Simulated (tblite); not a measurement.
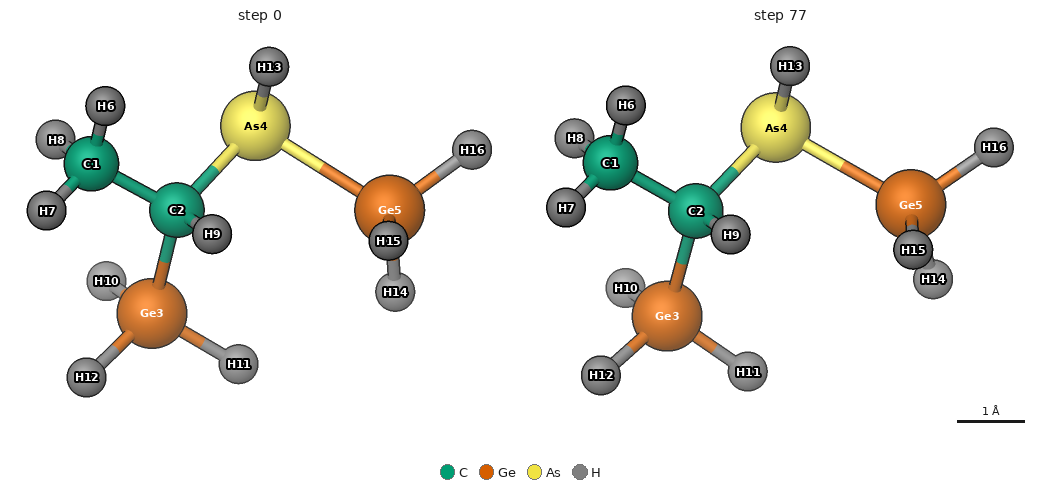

The structure of C2H11AsGe2 before (left) and after (right) a relaxation, at one scale.

A ball-and-stick model, seen at a tilt.

Theory: GFN2-xTB geometry optimisation, gas phase (tblite 0.8.0). 

### Describe what moved and what it gained.

After 77 geometry steps the energy has fallen by 21.4 kJ/mol. The atom that moves furthest after the best rigid fit is H14 (0.33 Å). Largest moves by element: H 0.33 Å, Ge 0.08 Å, As 0.05 Å, C 0.03 Å. Some distances before and after: Ge3–H12 1.558 → 1.501 Å, Ge3–H10 1.554 → 1.499 Å, Ge3–H11 1.539 → 1.499 Å, Ge5–H15 1.552 → 1.513 Å. Bond angles that change, for instance: H14–Ge5–H15 110.3° → 103.4°, As4–Ge5–H15 109.3° → 115.1°, H14–Ge5–H16 109.0° → 103.3°.
